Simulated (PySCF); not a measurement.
In(F)2(tBu), SMILES C[C](C)(C)[In]([F])[F] (C4H9F2In), singlet at its GFN2-xTB optimised geometry (Å):

```
16

In     0.8265     0.9214     0.0000
F     -0.0856     2.7531     0.0000
F      2.8780     0.9214     0.0000
C     -0.9825    -0.6532    -0.1080
C     -0.3987    -2.0016     0.1988
C     -1.9279    -0.1199     0.9267
C     -1.4955    -0.5042    -1.5119
H     -1.1908    -2.7531     0.1424
H      0.0269    -2.0323     1.2018
H      0.3747    -2.2731    -0.5197
H     -1.5282    -0.2448     1.9331
H     -2.1267     0.9375     0.7529
H     -2.8780    -0.6544     0.8630
H     -1.7580     0.5339    -1.7157
H     -0.7588    -0.8382    -2.2431
H     -2.3970    -1.1098    -1.6326
```

Computed with PBE0/def2-TZVP, def2 effective core potentials past Kr run with PySCF. The core electrons that the potentials of In replace are not part of the density. Cells within 0.4 Å of a nucleus heavier than hydrogen are left out (blank, or x).

Map of the electrostatic potential (hartree/e), clipped to [-0.08, 0.12] on the plane z = 0.0 Å:

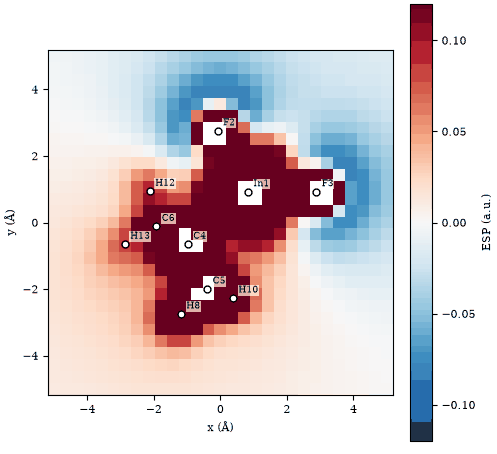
Electrostatic potential (hartree/e), clipped to [-0.08, 0.12] on the plane z = 0.0 Å.
